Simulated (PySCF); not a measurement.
System: C$_{3}$H$_{8}$AlClO (SMILES C=C[O+](C)[AlH2-][Cl]).

```xyz
14

C    -0.8879    1.8326   -0.7156
C     0.1183    1.0759   -0.3230
O     0.0758   -0.2449    0.0287
C    -1.1777   -0.8948    0.0208
Al    1.7760   -1.0462    0.5753
Cl    2.0882   -0.3043    2.4559
H    -0.7126    2.8614   -0.9674
H    -1.9016    1.4847   -0.8043
H     1.1360    1.4388   -0.2400
H    -0.9889   -1.9112    0.3655
H    -1.8746   -0.3984    0.7005
H    -1.5921   -0.9188   -0.9903
H     1.2955   -2.5196    0.4426
H     2.6448   -0.4555   -0.5708
```

Geometry: GFN2-xTB.

These are results of PySCF 2.14.0, PBE0/pcSseg-1, SCF density, gas phase, non-relativistic, not measurements.

What can the converged electron density and electron localisation function tell about the bonding?

Answer. C–C (1.32 Å): ρ is about 2.3 e/Å³ halfway; the ELF peaks at about 0.90 between the atoms; a multiple bond.
C–O (1.37 Å): the density is about 2.2 e/Å³ at the midpoint, with its minimum of 1.9 e/Å³ about 0.5 Å from C; the ELF peaks at about 0.90 between the atoms: a polar covalent bond.
Al–O (1.96 Å): the density is about 0.44 e/Å³ at the midpoint; the ELF peaks at about 0.90 in the valence shell of O, 0.6 Å from its nucleus, and is about 0.45 at the midpoint.
C–H (1.07 Å): ρ at the midpoint is about 2.1 e/Å³; the ELF climbs to about 1 towards the hydrogen, as it does in any bond to H: a covalent bond by its length.

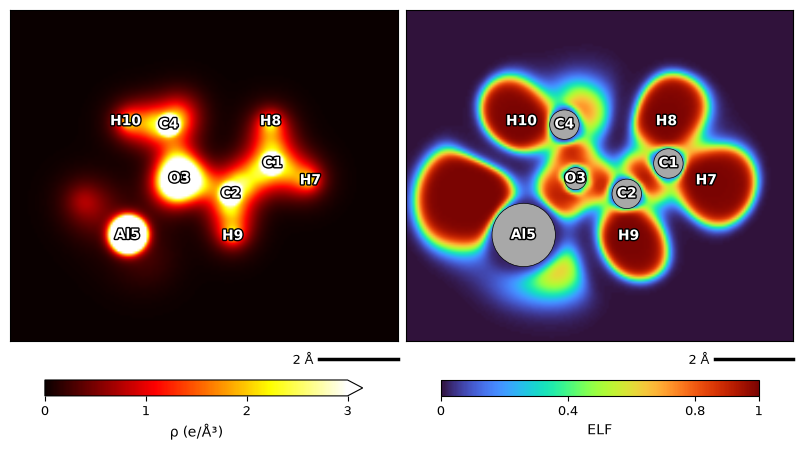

Computed electron density and electron localisation function on the plane of atoms C1, C2 and O3, in this order. Grey discs cover the atomic cores in the ELF map. 
